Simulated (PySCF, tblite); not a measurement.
**C2H14OSi5: geometry, infrared bands and NMR shifts**

Wanted: the infrared bands and NMR shifts of C2H14OSi5 (`C[Si@@H]1[Si@@H](C)[SiH2][Si@@H]1O[SiH3]`), by calculation.

Computed with tblite 0.8.0 and PySCF 2.14.0, with density-fitted response routines of our own, on a single molecule in the gas phase. Atoms are numbered from 0 throughout.

## (1) The molecule as given

22 atoms, charge 0, multiplicity 1; geometry from: force field or distance geometry start.

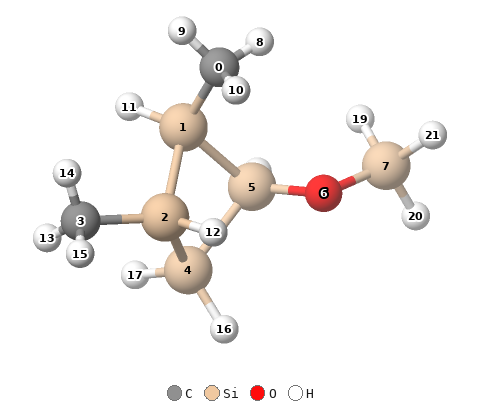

The starting geometry (carbon grey, silicon light orange, oxygen red, hydrogen white), atoms numbered.

## (2) Relaxing the molecule with GFN2-xTB

Job settings and geometry (Å):

```
{"job": {"kind": "relax", "xc": "GFN2-xTB", "basis": "xTB"}, "charge": 0, "multiplicity": 1}
C     -0.611100     2.194100    -0.991100
Si    -0.490300     0.360800    -1.114000
Si    -1.594700    -0.569900     0.615200
C     -3.306700    -1.085500     0.111100
Si    -0.035500    -2.158200     0.581700
Si     1.334000    -0.556100    -0.208000
O      1.925300     0.423000     1.078200
Si     3.544200     0.917000     0.819200
H      0.358900     2.690100    -1.204700
H     -1.336100     2.545400    -1.766300
H     -0.971900     2.484200     0.022700
H     -0.802700    -0.236100    -2.414000
H     -1.504400     0.174000     1.885600
H     -3.332700    -2.060900    -0.427300
H     -3.751100    -0.263400    -0.497800
H     -3.925200    -1.109500     1.064200
H      0.385600    -2.648100     1.894800
H     -0.254100    -3.216200    -0.422800
H      2.348900    -1.022200    -1.138900
H      3.782200     0.895300    -0.639500
H      4.514400    -0.019800     1.394400
H      3.712500     2.281500     1.356700
```

Launch:

```sh
$ OMP_NUM_THREADS=1 python probes_run.py task.json out
```

This one command runs all jobs of the session in turn.

**Question.** This job is followed by: GFN2-xTB harmonic vibrations, gas phase; GIAO PBE0/pcSseg-1 NMR shielding, non-relativistic, gas phase. Predict these results of the whole session: strongest single infrared mode (GFN2-xTB); zero-point energy (GFN2-xTB); ¹³C shifts against TMS (PBE0/pcSseg-1); ¹H shifts against TMS (PBE0/pcSseg-1, means over atoms taken as alike); ²⁹Si shifts against TMS (PBE0/pcSseg-1); ¹⁷O shifts against H2O (PBE0/pcSseg-1).

**Answer**, as computed:

```
                                                              quantity                                               value
                             strongest single infrared mode (GFN2-xTB)                               2140 cm⁻¹, 671 km/mol
                                          zero-point energy (GFN2-xTB)                                       89.7 kcal/mol
                                ¹³C shifts against TMS (PBE0/pcSseg-1)                                      -5.7, -6.5 ppm
¹H shifts against TMS (PBE0/pcSseg-1, means over atoms taken as alike)  6.66, 5.03, 4.75, 4.70, 4.32, 3.93, 0.54, 0.32 ppm
                               ²⁹Si shifts against TMS (PBE0/pcSseg-1)                18.4, -36.2, -43.0, -57.0, -90.6 ppm
                                ¹⁷O shifts against H2O (PBE0/pcSseg-1)                                            -5.9 ppm
```

**Reading.** Relaxing lowered the energy by 1.875 eV in 231 steps; the close pair that moved most is Si2–Si4, from 2.226 to 2.374 Å. No mode is imaginary among the 60: a minimum at this level. The strongest single mode, at 2140 cm⁻¹, moves mainly H17 and H18. GFN2-xTB is a fitted tight-binding method: band positions and strengths are rough. Its intensities can rank the bands wrongly. At PBE0/pcSseg-1: Shielding is most anisotropic at O6 (span 184 ppm, paramagnetic term -59 ppm).
